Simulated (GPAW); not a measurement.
**SnF4 (I4/mmm): G0W0 with GPAW, start to end**

How does a plane-wave GW calculation on SnF4 (I4/mmm) run from the first input to the gap?

Program: GPAW 26.7.0. Level of theory: LDA and many-body steps on it, plane waves. Results are calculated unless marked as measured.

**1. The structure**

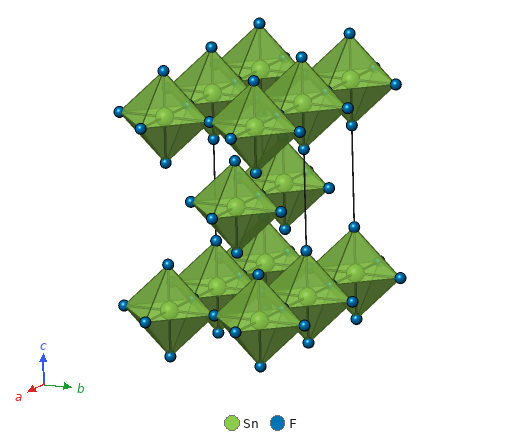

Start, viewed slightly off an axis; tin green, fluorine blue. 2×1×1 cells are drawn. This picture shows the conventional cell, with its axes. Some periodic images of atoms are drawn too.

Coordinates:

```cif
data_structure
_symmetry_space_group_name_H-M 'P 1'
_symmetry_Int_Tables_number 1
_cell_length_a 4.8911
_cell_length_b 4.8911
_cell_length_c 4.8911
_cell_angle_alpha 131.085
_cell_angle_beta 131.085
_cell_angle_gamma 71.679
_cell_volume 65.04
loop_
_atom_site_label
_atom_site_type_symbol
_atom_site_fract_x
_atom_site_fract_y
_atom_site_fract_z
_atom_site_occupancy
Sn1 Sn 0.00000 0.00000 0.00000 1
F2 F 0.23700 0.23700 0.00000 1
F3 F 0.76300 0.76300 0.00000 1
F4 F 0.50000 0.00000 0.50000 1
F5 F 0.00000 0.50000 0.50000 1
```

The cell and positions come from the Crystallography Open Database and are kept as given unless a step says otherwise.

**2. Ground state**

This step: GPAW 26.7.0; DFT, LDA, plane waves, PAW.

The ground-state density comes first.

Contents of run.py:

```python
import json
import numpy as np
from gpaw.mpi import world
from ase import Atoms
from gpaw import GPAW, PW, FermiDirac

atoms = Atoms(['Sn', 'F', 'F', 'F', 'F'],
    cell=[[-2.0250000000, 2.0250000000, 3.9650000000],
      [2.0250000000, -2.0250000000, 3.9650000000],
      [2.0250000000, 2.0250000000, -3.9650000000]],
    scaled_positions=[[0.0000000000, 0.0000000000, 0.0000000000],
      [0.2370000000, 0.2370000000, 0.0000000000],
      [0.7630000000, 0.7630000000, 0.0000000000],
      [0.5000000000, 0.0000000000, 0.5000000000],
      [0.0000000000, 0.5000000000, 0.5000000000]],
    pbc=(True, True, True))
calc = GPAW(mode=PW(600),
    xc='LDA',
    kpts={'size': (8, 8, 8), 'gamma': True},
    occupations=FermiDirac(0.001),
    nbands=-8,
    convergence={'density': 1e-6, 'bands': -3},
    maxiter=100,
    txt='gs.txt')
atoms.calc = calc
res = {'energy': atoms.get_potential_energy()}
kpts = calc.get_ibz_k_points()
res['kpts'] = kpts
res['eigenvalues'] = [calc.get_eigenvalues(kpt=k) for k in range(len(kpts))]
res['n_electrons'] = calc.get_number_of_electrons()
calc.write('gs.gpw')

if world.rank == 0:
    with open('result.json', 'w') as f:
        json.dump(res, f, default=lambda x: x.tolist())
```

Started as:

```
$ mpirun -n 4 gpaw python run.py
```

Numbers of over 12 decimals in the logs are rounded to 6 here.

Output:

```text
__  _  _
 | _ |_)|_||  |
 |__||  | ||/\| - 26.7.0

Input parameters:
  mode=PW(ecut=600.0),
  convergence={'density': 1e-06, 'bands': -3},
  kpts=MonkhorstPack(size=(8, 8, 8), gamma=True),
  maxiter=100,
  nbands=-8,
  occupations=Occupations(name='fermi-dirac', width=0.001, fixmagmom=False),
  xc=XC(name='LDA')
  [... matrices ...]
Diagonalizing LCAO Hamiltonian
Converting LCAO to pw mode

       F

       F
         F
       Sn   F

Atoms  # Å, Bohr magnetons
|   | symbol |         x |         y |        z |    initial magnetic moments |
| 0 |     Sn |  0.000000 |  0.000000 | 0.000000 | ( 0.0000,  0.0000,  0.0000) |
| 1 |      F |  0.000000 | -0.000000 | 1.879410 | ( 0.0000,  0.0000,  0.0000) |
| 2 |      F | -0.000000 |  0.000000 | 6.050590 | ( 0.0000,  0.0000,  0.0000) |
| 3 |      F |  0.000000 |  2.025000 | 0.000000 | ( 0.0000,  0.0000,  0.0000) |
| 4 |      F |  2.025000 |  0.000000 | 0.000000 | ( 0.0000,  0.0000,  0.0000) |

Unit cell  # Å
| periodic |         x |         y |         z |  lengths |     angles |
|      yes | -2.025000 |  2.025000 |  3.965000 | 4.891061 | 131.084689 |
|      yes |  2.025000 | -2.025000 |  3.965000 | 4.891061 | 131.084689 |
|      yes |  2.025000 |  2.025000 | -3.965000 | 4.891061 |  71.678560 |

Number of symmetries: 16
Symmetry operations  # r_c * U_cc + t_c -> r_c
|    | kind |            matrix            |
|  0 |  σ   |  1, 1, 1,  0, 0,-1,  0,-1, 0 |
|  1 |  C4  |  1, 1, 1,  0, 0,-1, -1, 0, 0 |
|  2 |  E   |  1, 0, 0,  0, 1, 0,  0, 0, 1 |
|  3 |  σ   |  1, 0, 0,  0, 1, 0, -1,-1,-1 |
|  4 |  σ   |  0, 1, 0,  1, 0, 0,  0, 0, 1 |
|  5 |  C2  |  0, 1, 0,  1, 0, 0, -1,-1,-1 |
|  6 |  C2  |  0, 0, 1, -1,-1,-1,  1, 0, 0 |
|  7 |  S4  |  0, 0, 1, -1,-1,-1,  0, 1, 0 |
|  8 |  C4  |  0, 0,-1,  1, 1, 1,  0,-1, 0 |
|  9 |  σ   |  0, 0,-1,  1, 1, 1, -1, 0, 0 |
| 10 |  σ   |  0,-1, 0, -1, 0, 0,  1, 1, 1 |
| 11 |  C2  |  0,-1, 0, -1, 0, 0,  0, 0,-1 |
| 12 |  C2  | -1, 0, 0,  0,-1, 0,  1, 1, 1 |
| 13 |  i   | -1, 0, 0,  0,-1, 0,  0, 0,-1 |
| 14 |  S4  | -1,-1,-1,  0, 0, 1,  1, 0, 0 |
| 15 |  C2  | -1,-1,-1,  0, 0, 1,  0, 1, 0 |

BZ-sampling:
  Number of BZ points: 512
  Number of IBZ points: 59

  Monkhorst-Pack size: [8, 8, 8]
  Monkhorst-Pack shift: [0.0625, 0.0625, 0.0625]

K-points  # in reciprocal-cell coordinates
|     |                                coordinates |     weight |
|   0 | (  0.00000000,   0.00000000,   0.00000000) | 0.00195312 |
|   1 | (  0.12500000,  -0.12500000,   0.00000000) | 0.00781250 |
|   2 | (  0.12500000,  -0.12500000,   0.12500000) | 0.00781250 |
|   3 | (  0.12500000,   0.00000000,   0.00000000) | 0.01562500 |
|   4 | (  0.12500000,   0.12500000,  -0.12500000) | 0.00390625 |
|   5 | (  0.25000000,  -0.25000000,   0.00000000) | 0.00781250 |
|   6 | (  0.25000000,  -0.25000000,   0.12500000) | 0.01562500 |
|   7 | (  0.25000000,  -0.25000000,   0.25000000) | 0.00781250 |
|   8 | (  0.25000000,  -0.12500000,   0.00000000) | 0.03125000 |
|   9 | (  0.25000000,  -0.12500000,   0.12500000) | 0.01562500 |
| ... |                                            |            |
|  58 | (  0.50000000,   0.50000000,   0.50000000) | 0.00195312 |

Plane wave coefficients: 2196
Cutoff: 600.0 eV

Spin-components: 1 (collinear spins)
Bands:           29
Projectors:      26
Spin-degeneracy: 2
Datatype:        complex128

  Storage: CPU
  Wave functions: 58_776_272 bytes (14_694_068 per core)
  Projectors: 50_669_200 bytes (12_667_300 per core)
  [... matrices ...]
Parallelization:
  kpt:    4
  domain: 1
  band:   1

Density:
  Valence electrons: 42.0
  Components: 1
  Grid points: [28 28 28]
  Charge: 0.0  # |e|

Potential:
  Grid points: [28 28 28]

species:
  Sn:
    name:    Tin
    Z:       50.0
    valence: 14
    core:    36
    charge:  0.0  # [|e|]
    compensation charges:
      type: gauss
      rc: 0.38  # [Å]
      lmax: 2
    cutoffs:
      filter: 2.23  # [Å]
      core: 2.35  # [Å]
    projectors
    | kind |    occ | energy [eV] | rcut [Å] |
    |   5s |  2.000 |     -10.799 |    1.201 |
    |   5p |  2.000 |      -3.869 |    1.270 |
    |   4d | 10.000 |     -25.910 |    1.185 |
    |    s |        |      16.413 |    1.201 |
    |    p |        |      23.342 |    1.270 |
    |    d |        |       1.302 |    1.185 |

    Using partial waves for Sn as LCAO basis

  F:
    name:    Fluorine
    Z:       9.0
    valence: 7
    core:    2
    charge:  0.0  # [|e|]
    compensation charges:
      type: gauss
      rc: 0.20  # [Å]
      lmax: 2
    cutoffs:
      filter: 1.14  # [Å]
      core: 0.74  # [Å]
    projectors
    | kind |    occ | energy [eV] | rcut [Å] |
    |   2s |  2.000 |     -29.647 |    0.635 |
    |   2p |  5.000 |     -11.293 |    0.635 |
    |    s |        |      -2.435 |    0.635 |
    |    p |        |      15.918 |    0.635 |
    |    d |        |       0.000 |    0.635 |

    Using partial waves for F as LCAO basis

Reference energy: -178661.421980  # eV

eigensolver:
  PPCG
  Converge bands: -3
  niter=2

density mixing:
  MSR1-Mixer
  Pratt-step length: 0.05
  Maximum mixing coefficient: 0.75
  Old densities: 10
  SVD Regularization: 0.005
  Good broyden scale: 1.0
  Trust region scale: 1.0
  Backstep threshold: 4.0
  History deletion threshold: 6.0
  Fourier metric: weight=20.0, sigma=0.015

occupation numbers:
  Fermi-Dirac:
    width: 0.0010  # eV

poisson solver:
  ecut: 4800.0  # eV

xc functional:
  name: None

Initialization done in: 1.407 s

convergence criteria:
- Maximum integral of absolute [dens]ity change: 1e-06 electrons / valence electron
- Maximum [total energy] change in last 3 cyles: 0.0005 eV / valence electron
- Maximum integral of absolute [eigenst]ate change: 4e-08 eV^2 / valence electron
maximum number of iterations: 100

SCF iterations
|iter     |     time |      energy | eigst |  dens |
|iter:   1|  |  -28.515375 | +1.33 |       |
|iter:   2|  |  -27.878556 | -0.09 | -1.05 |
|iter:   3|  |  -25.887975 | -0.43 | -1.10 |
|iter:   4|  |  -25.839850 | -2.34 | -1.60 |
|iter:   5|  |  -25.832313 | -2.85 | -1.94 |
|iter:   6|  |  -25.830220c| -3.39 | -2.50 |
|iter:   7|  |  -25.830175c| -4.83 | -3.06 |
|iter:   8|  |  -25.830177c| -6.29 | -3.73 |
|iter:   9|  |  -25.830177c| -7.36 | -4.31 |
|iter:  10|  |  -25.830177c| -7.73c| -5.13 |
|iter:  11|  |  -25.830177c| -8.47c| -6.10c|

Converged in 11 steps
SCF loop duration: 16.892 s (1.536 s/step)
Energy contributions relative to reference atoms: (reference = -178661.421980)
  [... matrices ...]
Energy contributions:
  Kinetic:          44.220861
  Coulomb:         -40.360823
  Zero:              0.245532
  External:          0.000000
  Xc:              -29.935747
  Entropy:          -0.000000
  Spinorbit:         0.000000
  ----------------------------
  Free energy:     -25.830177
  Extrapolated:    -25.830177

dipole moment: (-18.718166, -18.718166, -12.956443)  # |e|*Ang

Fermi level: 0.536
Eigenvalues  # (at kpt = [0.000, 0.000, 0.000])
| band index |      eig [eV] | occ [0-2] |
|          0 |       -22.108 |     2.000 |
|        ... |               |           |
|         13 |        -2.183 |     2.000 |
|         14 |        -2.183 |     2.000 |
|         15 |        -2.133 |     2.000 |
|         16 |        -1.315 |     2.000 |
|         17 |        -1.315 |     2.000 |
|         18 |        -1.312 |     2.000 |
|         19 |        -0.311 |     2.000 |
|         20 |        -0.311 |     2.000 |
|         21 |         3.261 |     0.000 |
|         22 |        11.279 |     0.000 |
|         23 |        12.474 |     0.000 |
|         24 |        12.474 |     0.000 |
|         25 |        13.802 |     0.000 |
|         26 |        14.612 |     0.000 |
|         27 |        15.720 |     0.000 |
|         28 |        15.915 |     0.000 |

Gap: 3.323 eV
Transition (v -> c):
  (s=0, k=54, n=20, [0.50, 0.50, 0.00]) -> (s=0, k=0, n=21, [0.00, 0.00, 0.00])
Direct/indirect transitions are different
Direct gap: 3.571 eV
Transition at: (s=0, k=0, n=20, [0.00, 0.00, 0.00])
# Writing to gs.gpw (mode='')
  [... matrices ...]
```

Wall time 20 s (4 MPI ranks of Arm Neoverse V2, shared host); peak memory 0.82 GiB; 79 s of CPU time.

This step gave:

* total energy: -25.83 eV
* gap: 3.323 eV
* k of the valence top: 0.5, 0.5, 0
* k of the conduction bottom: 0, 0, 0
* least direct gap: 3.571 eV

The gap is indirect, with the least direct gap 0.25 eV higher.

**3. Empty states on the mesh, 4×4×4 mesh, 87 bands**

The sums over transitions need many empty states on a uniform mesh; this step solves for them.

Contents of run.py:

```python
import json
import numpy as np
from gpaw.mpi import world
from gpaw import GPAW

calc = GPAW('gs.gpw').fixed_density(kpts={'size': (4, 4, 4), 'gamma': True},
    nbands=101,
    convergence={'bands': 87},
    txt='nscf.txt')
calc.write('full.gpw', mode='all')
res = {}
kpts = calc.get_ibz_k_points()
res['kpts'] = kpts
res['eigenvalues'] = [calc.get_eigenvalues(kpt=k) for k in range(len(kpts))]
res['n_electrons'] = calc.get_number_of_electrons()

if world.rank == 0:
    with open('result.json', 'w') as f:
        json.dump(res, f, default=lambda x: x.tolist())
```

Started as:

```
$ mpirun -n 4 gpaw python run.py
```

Output:

```text
Diagonalizing LCAO Hamiltonian
Converting LCAO to pw mode
convergence criteria:
- Maximum integral of absolute [eigenst]ate change: 4e-08 eV^2 / valence electron
maximum number of iterations: 100

SCF iterations
|iter     |     time |      energy | eigst |  dens |
|iter:   1|  |             | +3.85 |       |
|iter:   2|  |             | +2.60 |       |
|iter:   3|  |             | +1.51 |       |
[...]
|iter:  11|  |             | -6.56 |       |
|iter:  12|  |             | -7.24 |       |
|iter:  13|  |             | -7.77c|       |
SCF steps: 13
  __  _  _
 | _ |_)|_||  |
 |__||  | ||/\| - 26.7.0

Input parameters:
  mode=PW(ecut=600.0),
  convergence={'bands': 87},
  gpts=array([28, 28, 28]),
  kpts=MonkhorstPack(size=(4, 4, 4), gamma=True),
  maxiter=100,
  nbands=101,
  occupations=Occupations(name='fermi-dirac', width=0.001, fixmagmom=False),
  parallel={},
  xc=XC(name='LDA')
# Writing to full.gpw (mode='all')
  [... matrices ...]

timing:  # [seconds]
  Total: 0.040  # ━━━━━━━━━━━━━━━━━━━━━━━━━━━━━━━━━━━━━━━━━━━━━━━━━━━━━━━━━━━
```

Wall time 23 s (4 MPI ranks); peak memory 0.86 GiB; 90 s of CPU time.

This step gave:

```
gap                                                           : 3.323 eV
k of the valence top                                          : 0.5, 0.5, 0
k of the conduction bottom                                    : 0, 0, 0
least direct gap                                              : 3.571 eV
k points computed                                             : 13
lowest point of the top converged band, above the valence top : 54.3788 eV
```

On this mesh the gap is 3.323 eV.

**4. Screening and self-energy, 4×4×4 mesh, 77 bands, screening to 65 eV**

G0W0 replaces the xc potential by the self-energy, built once from these orbitals. Only a window of levels is corrected, while the sums run over the empty bands that the input names.

This step: G0W0 on LDA, plane waves, PAW.

Contents of run.py:

```python
import json
import numpy as np
from gpaw.mpi import world
from gpaw.response.g0w0 import G0W0

gw = G0W0('full.gpw',
    filename='gw',
    kpts=[0, 10],
    bands=(19, 23),
    ecut=65,
    nbands=77,
    integrate_gamma='WS',
    ppa=True)
gw.calculate()
res = {mode: {k: v for k, v in r.items() if k != 'sigma_eskwn'}
       for mode, r in gw.all_results.items()}

if world.rank == 0:
    with open('result.json', 'w') as f:
        json.dump(res, f, default=lambda x: x.tolist())
```

Started as:

```
$ mpirun -n 4 gpaw python run.py
```

Output:

```text
Using integrator: PointIntegrator
FrequencyGridDescriptor(from 0.000+0.000j to 0.000+27.211j eV, 2 points)
Nonperiodic BCs:  [False False False]
Using integrator: PointIntegrator
FrequencyGridDescriptor(from 0.000+0.000j to 0.000+27.211j eV, 2 points)
Nonperiodic BCs:  [False False False]
  ___  _ _ _
 |   || | | |
 | | || | | |
 |__ ||_____|
 |___|

BZ k-points: Symmetries present (total): 16

  [... matrices ...]
64 k-points: 4 x 4 x 4 Monkhorst-Pack grid + [1/8,1/8,1/8]
13 k-points in the irreducible part of the Brillouin zone
       k-points in crystal coordinates                weights
   0:     0.00000000    0.00000000    0.00000000          1/64
   1:     0.25000000   -0.25000000    0.00000000          4/64
   2:     0.25000000   -0.25000000    0.25000000          4/64
   3:     0.25000000    0.00000000    0.00000000          8/64
   4:     0.25000000    0.25000000   -0.25000000          2/64
   5:     0.25000000    0.25000000    0.25000000          2/64
   6:     0.50000000    0.00000000    0.25000000          8/64
   7:     0.50000000    0.00000000    0.50000000          4/64
   8:     0.50000000    0.25000000    0.25000000         16/64
   9:     0.50000000    0.25000000    0.50000000          8/64
          ...
  12:     0.50000000    0.50000000    0.50000000          1/64

Distributing spins, k-points and bands (1 x 2 x 4) over 4 processes
Number of blocks: 1

Quasi particle states:
k-points (IBZ indices): [0, 10]
Band range: (19, 23)
  [... matrices ...]
Computational parameters:
Plane wave cut-off: 65 eV
Number of bands: 77
Coulomb cutoff: None
Broadening: 0.1 eV

fxc modes: GW
Kernel: RPA
Using Godby-Needs plasmon-pole approximation:
  Fitting energy: i*E0, E0 = 1.000 Hartree
Summing all q:

Calculating screened Coulomb potential
No Coulomb truncation
FrequencyGridDescriptor(from 0.000+0.000j to 0.000+27.211j eV, 2 points)
Removing empty qpoint cache files...

Calculating chi0 body with:
    Ground state adapter containing:
    Number of spins: 1
    Number of kpoints: 64
    Number of irreducible kpoints: 13
    Number of completely occupied states: 21
    Number of partially occupied states: 21
    Occupied states memory: 7.0341796875 M / cpu

    Linear response parametrization:
    q_c: [0.0, 0.0, 0.0]
    Number of frequency points: 2
    Planewave cutoff: 65.0
    Number of bands: 77
    Number of planewaves: 69
    Broadening (eta): 1e-06
    comm.size: 4
    kncomm.size: 4
    blockcomm.size: 1

    Memory estimate of potentially large arrays:
        chi0_wGG: 0.145294 M / cpu
Integrating chi0 body.

Symmetries of q_c:
    Direct symmetries (Uq -> q): 16
    Indirect symmetries (TUq -> q): 0
In total 16 allowed symmetries.

  [... matrices ...]
13 groups of equivalent kpoints. 79.6875% reduction.

Integral kind: response function
Integrating chi0 head and wings.

Symmetries of q_c:
    Direct symmetries (Uq -> q): 16
    Indirect symmetries (TUq -> q): 0
In total 16 allowed symmetries.

  [... matrices ...]
13 groups of equivalent kpoints. 79.6875% reduction.

Integral kind: response function wings

Calculating chi0 body with:
    Ground state adapter containing:
    Number of spins: 1
    Number of kpoints: 64
    Number of irreducible kpoints: 13
    Number of completely occupied states: 21
    Number of partially occupied states: 21
    Occupied states memory: 7.0341796875 M / cpu

    Linear response parametrization:
[... the further q-points ...]

Results:
f:      Occupation numbers
eps:     KS-eigenvalues [eV]
vxc:     KS vxc [eV]
exx:     Exact exchange [eV]
sigma:   Self-energies [eV]
dsigma:  Self-energy derivatives
Z:       Renormalization factors
qp:      QP-energies [eV]

k-point 0 (0): (0.000, 0.000, 0.000)                GW
band       f     eps     vxc     exx   sigma  dsigma       Z      qp
                                                                   GW
  19   1.000  -0.311 -24.098 -31.856   5.583  -0.258   0.795  -2.041
  20   1.000  -0.311 -24.098 -31.856   5.583  -0.258   0.795  -2.041
  21   0.000   3.261 -19.716 -14.971  -2.052  -0.161   0.861   5.580
  22   0.000  11.279 -12.152  -6.437  -3.151  -0.139   0.878  13.530

k-point 1 (10): (0.500, 0.500, 0.000)                GW
band       f     eps     vxc     exx   sigma  dsigma       Z      qp
                                                                   GW
  19   1.000  -0.359 -23.892 -31.681   5.566  -0.258   0.795  -2.126
  20   1.000  -0.062 -24.515 -32.353   5.634  -0.257   0.796  -1.815
  21   0.000   7.696 -23.143 -16.170  -2.812  -0.175   0.851  11.239
  22   0.000   8.519 -15.246  -9.076  -3.297  -0.149   0.870  11.019
```

Run time: 46 s. Hardware: 4 MPI ranks; peak memory 1.4 GiB.

Numbers from this step:

```
G0W0 gap on the points computed              : 7.396 eV
least direct G0W0 gap on the computed points : 7.621 eV
Z at the valence top                         : 0.7958
Z at the conduction bottom                   : 0.8614
starting gap on the mesh                     : 3.323 eV
k of the valence top                         : 0.5, 0.5, 0
k of the conduction bottom                   : 0, 0, 0
```

The gap on the mesh goes from 3.32 eV to 7.40 eV, a correction of +4.07 eV.

Limits: finite bands, cutoff and mesh; no spin-orbit coupling. v1 is the top filled band, c1 the lowest empty one. The levels before and after the correction (eV, zero at the valence-band top of each column):

|  | conduction bottom | valence top |
| --- | --- | --- |
| Kohn-Sham | 3.32 | 0.00 |
| G0W0 | 7.40 | 0.00 |

|  | level | energy (eV) |
| --- | --- | --- |
| Kohn-Sham | Γ v2-v1 | -0.248 |
| Kohn-Sham | Γ c1 | 3.323 |
| Kohn-Sham | Γ c2 | 11.341 |
| Kohn-Sham | (0.5 0.5 0) v2 | -0.296 |
| Kohn-Sham | (0.5 0.5 0) v1 | 0.000 |
| Kohn-Sham | (0.5 0.5 0) c1 | 7.758 |
| Kohn-Sham | (0.5 0.5 0) c2 | 8.581 |
| G0W0 | Γ v2-v1 | -0.225 |
| G0W0 | Γ c1 | 7.396 |
| G0W0 | Γ c2 | 15.346 |
| G0W0 | (0.5 0.5 0) v2 | -0.310 |
| G0W0 | (0.5 0.5 0) v1 | 0.000 |
| G0W0 | (0.5 0.5 0) c1 | 13.054 |
| G0W0 | (0.5 0.5 0) c2 | 12.835 |

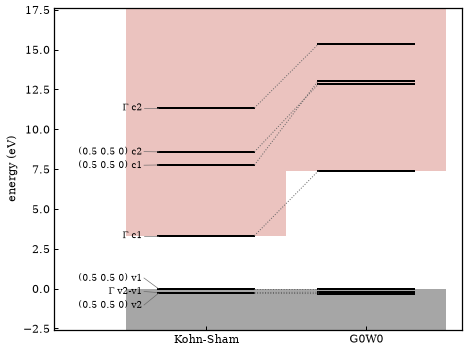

Levels before and after the correction. Shaded: valence and conduction bands.

**5. Where the time went**

Times are wall times on 4 MPI ranks of Arm Neoverse V2, shared host, good to a factor of about two.

| step | time | share | memory (GiB) |
| --- | --- | --- | --- |
| ground state | 20 s | 22 % | 0.82 |
| empty states on the mesh | 23 s | 25 % | 0.86 |
| screening and self-energy | 46 s | 52 % | 1.4 |

**6. Summary of results**

```yaml
lda_gap: 3.32 eV, indirect
g0w0_gap_on_the_mesh: 7.40 eV
gw_settings: 4×4×4 mesh, 77 bands, screening to 65 eV, Godby-Needs plasmon pole
known_limits: not at the basis limit; no spin-orbit coupling
```

**Reading.** G0W0 moves the gap on the mesh from 3.32 eV to 7.40 eV (+4.07 eV), with Z of 0.80 and 0.86 at the edges. Only 2 of the mesh's irreducible points were corrected, so a valley elsewhere could overtake. The dearest step here is «screening and self-energy». Bands and cutoff are finite, so the gap is not at the basis limit. The miss can reach some tenths of an eV and take either sign; the mesh is an error of its own. These stock PAW sets were not made for GW. In the G0W0 run levels were corrected at 2 k points alone, so a gap called «on the mesh» is the least over those, and an edge elsewhere would be missed. The many-body steps are scalar-relativistic: spin-orbit coupling is not in them.

[Paths, hosts, dates, memory and timing lines, banners, echoed tables and standing remarks are left out of the program output.]

[Logs are printed without paths, hosts, clocks, repeated set-up lines and the standing remarks that a program may print on its own settings, such as how far it seeks lower states.]

[Runs of the session that timed out or met a known fault of the program may be left out.]

[Hosts, paths, dates, database ids (printed as entryN), source tags and the programs' standing remarks are cut or masked in the printed files.]
